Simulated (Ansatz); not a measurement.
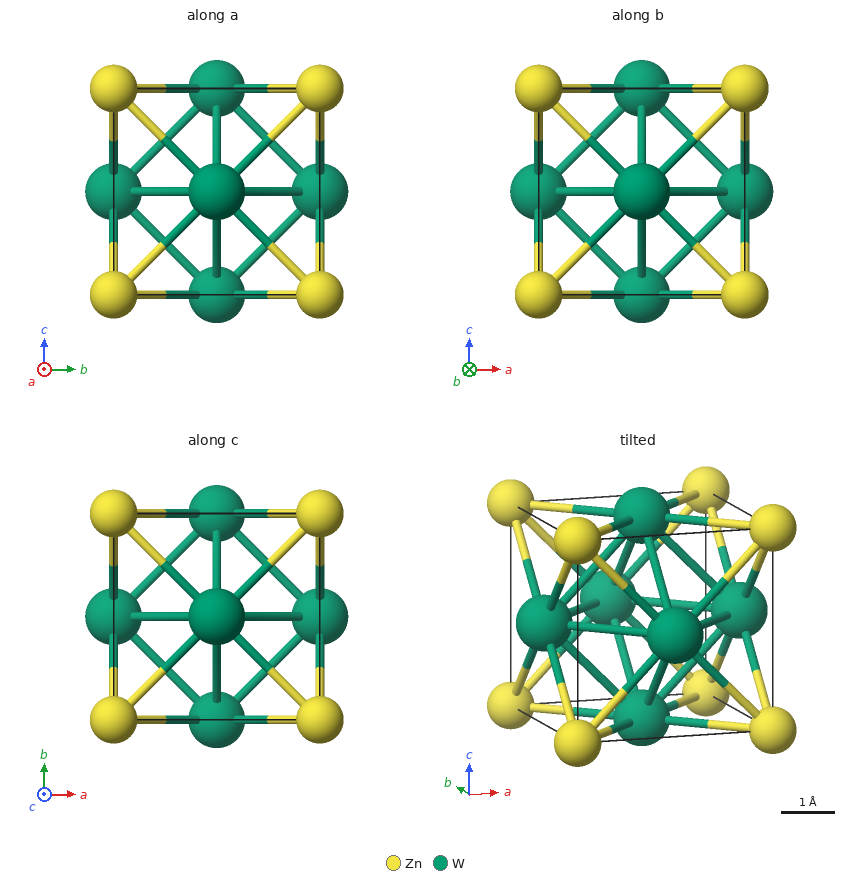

A ball-and-stick picture of a crystal structure, seen along the a axis, along the b axis, along the c axis and slightly off an axis. One conventional unit cell is outlined, and atoms on its boundary appear in each equivalent place.

Lattice parameters: a = 3.960 Å, b = 3.960 Å, c = 3.960 Å, α = 90.00°, β = 90.00°, γ = 90.00°.

Q: From the views, write a table of Wyckoff sites.

A: Space group Pm-3m (No. 221).
| atom | site | x | y | z |
| --- | --- | --- | --- | --- |
| Zn | 1a | 0.0000 | 0.0000 | 0.0000 |
| W | 3c | 0.0000 | 0.5000 | 0.5000 |

The cell started as a structure type filled with these elements by a generator (whether the compound takes this form wasn't checked). The geometry was optimised with Ansatz 0.2.0, DFT PBE, scalar-relativistic, plane waves, PAW.
